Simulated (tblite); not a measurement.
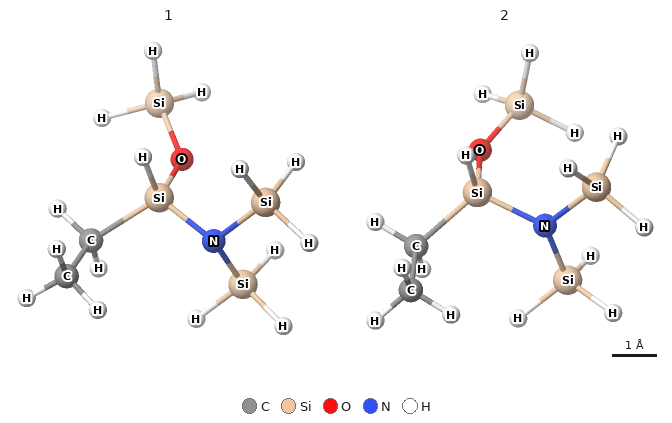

Two geometries of C$_{2}$H$_{15}$NOSi$_{4}$, drawn at one scale. One is the start of a relaxation, the other its converged end. A ball-and-stick model, seen at a tilt.

All numbers below come from GFN2-xTB geometry optimisation, gas phase (tblite 0.8.0). 

**Which of the two is the end point?**

Structure 2 is the relaxed one. The largest move after the best rigid fit is that of an H atom, 1.48 Å. By element the largest moves are H 1.48 Å, O 0.89 Å, Si 0.56 Å, N 0.47 Å, C 0.39 Å. Near-neighbour distances that change, for instance: N–Si 1.681 → 1.744 Å, O–Si 1.663 → 1.620 Å, H–Si 1.491 → 1.463 Å, C–H 1.105 → 1.088 Å. Bond angles that change, for instance: Si–N–Si 110.9° → 119.8°, Si–O–Si 138.2° → 146.3°, C–Si–H 105.5° → 111.9°. Groups turn about O–Si by about 135°, O–Si by about 130°. Over 203 geometry steps the energy falls by 0.623 eV.
